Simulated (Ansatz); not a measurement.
# AlH (SMILES [AlH]) at revPBE/3-21G

What is the electronic atomisation energy of AlH at revPBE/3-21G? 

The calculation is run with Ansatz 0.2.0.

53 further runs of the same task are left out: 53 set aside as unsound or not needed.

## Step 1: Starting point

AlH has 2 atoms, charge 0, and is taken as a singlet. SMILES: `[AlH]`. The shape comes from GFN2-xTB, which is rough for such elements, and wasn't checked as a minimum.

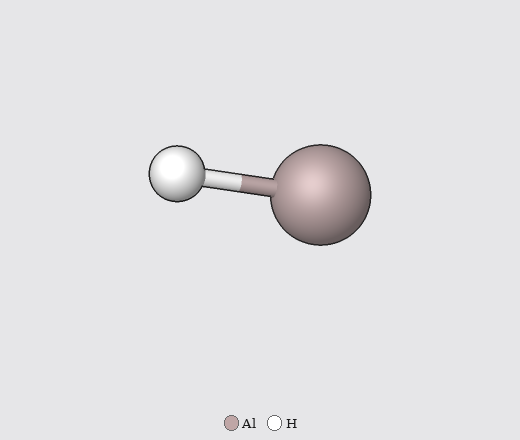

The structure, seen from a chosen angle (aluminium light grey, hydrogen white).

## Step 2: A single-point energy at revPBE/3-21G

molecule.yaml

```yaml
crystal:
  periodic: [false, false, false]
  atoms:
    - symbol: Al
      position_ang: [0.000000, 0.000000, 0.000000]
    - symbol: H
      position_ang: [0.000000, 0.000000, 1.613470]
basis:
  gaussian: {orbitals: 3-21G.json}
hamiltonian: {xc: {name: revPBE}}
accuracy: high
```

The basis set 3-21G is read from a file made from the Basis Set Exchange's data (not shown).

The run is started by

```sh
$ ansatz run molecule.yaml --threads 1 --pin off --max-ram 2610MiB --events-out events.jsonl --progress --plain --runs-dir runs
```

What it wrote:

```text
Warning: RAYON_NUM_THREADS=1 ignored (pool sized by the plan → 1); use --threads N
Functional definition: revPBE
  name "revPBE"
  parameter kappa = 1.245
  parameter beta = 0.06672455060314922
  exchange = pbe_x(kappa = kappa, mu = beta*pi^2/3)
  correlation = pbe_c(beta = beta)
280 factors; integrals over basis functions are off by at most 2.6e-9 eV
mean field evaluation 1: about -6573.0557 eV, gradient 9.4e0 eV
mean field evaluation 2: about -6573.1655 eV, gradient 7.1e0 eV
mean field evaluation 4: about -6573.4579 eV, gradient 4.3e-2 eV
mean field evaluation 8: about -6573.4551 eV, gradient 8.9e-4 eV
mean field evaluation 16: about -6573.4551 eV, gradient 4.2e-8 eV
mean field -6573.45511778 eV, -241.5700199306 hartree, gradient 4.2e-8 eV, S^2 0.000000; 0 other end points of the search recorded, 0 dependent functions left out
reference -6573.45512071 eV, -241.5700200383 hartree; 7, 7 occupied and 8, 8 virtual orbitals, 280 factors
Total energy: -6573.45512071 eV, -241.5700200383 hartree
```

Wall time 0.48 s (1 thread of Intel Xeon Platinum 8259CL at 2.50GHz (Skylake/Cascade Lake), shared host); peak memory 0.096 GiB.

## Step 3: The Al atom at the same level

job.yaml

```yaml
crystal:
  periodic: [false, false, false]
  atoms:
    - {symbol: Al, position_ang: [0.000000, 0.000000, 0.000000]}
basis:
  gaussian:
    orbitals: 3-21G.json
magnetization:
  spin_polarized: true
  initial_magnetization: 1
hamiltonian:
  xc: {name: revPBE}
accuracy: high
```

The basis set 3-21G is read from a file made from the Basis Set Exchange's data (not shown).

Run the same way, it converges to -240.96794 Eh (log not shown).

## Step 4: The H atom at the same level

Changes to job.yaml since step 3:

```diff
@@ -3,3 +3,3 @@
   atoms:
-    - {symbol: Al, position_ang: [0.000000, 0.000000, 0.000000]}
+    - {symbol: H, position_ang: [0.000000, 0.000000, 0.000000]}
 basis:
```

The basis set 3-21G is read from a file made from the Basis Set Exchange's data (not shown).

Run the same way, it converges to -0.49896 Eh (log not shown).

## Step 5: What came out

Level: revPBE/3-21G.

| quantity | value |
| --- | --- |
| molecule: total energy | -241.57002 Eh |
| Al atom: total energy | -240.96794 Eh |
| Al atom: ⟨S²⟩ | 0.750 |
| H atom: total energy | -0.49896 Eh |
| H atom: ⟨S²⟩ | 0.750 |
| electronic atomisation energy | 2.806 eV |

Taking the molecule apart into free atoms costs 2.81 eV (271 kJ/mol), before zero-point energy and without spin-orbit coupling. The basis has no polarisation functions, which makes bonds too weak.
